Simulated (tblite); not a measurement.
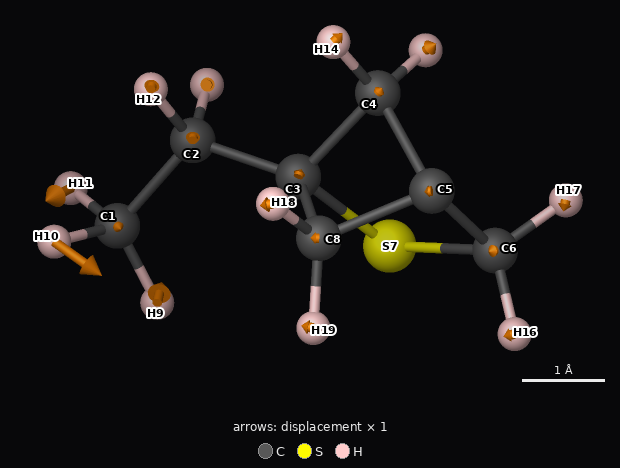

A relaxation of C7H11S (multiplicity 2). The starting structure is drawn; orange arrows show the displacements, at their true length. The two geometries are superimposed by the best rigid fit.

The picture is a ball-and-stick view, seen at a tilt.

Method: GFN2-xTB geometry optimisation, gas phase in tblite 0.8.0. 

> Which element moves most?

Hydrogen: up to 0.74 Å, against 0.15 Å for carbon.

> Describe the change and its energy.

After 69 geometry steps the energy has fallen by 17.2 kcal/mol. The atom that moves furthest after the best rigid fit is an H atom (0.74 Å). Largest moves by element: H 0.74 Å, C 0.15 Å, S 0.07 Å. Among the contacts that change: C–C 1.469 → 1.545 Å, C–C 1.534 → 1.469 Å, C–S 1.836 → 1.900 Å, C–C 1.459 → 1.510 Å. Among the angles between lasting bonds that change: C–C–H 107.4° → 115.1°, C–C–C 87.6° → 80.8°, C–C–C 84.6° → 90.5°. Groups turn about C–C by about 35°.
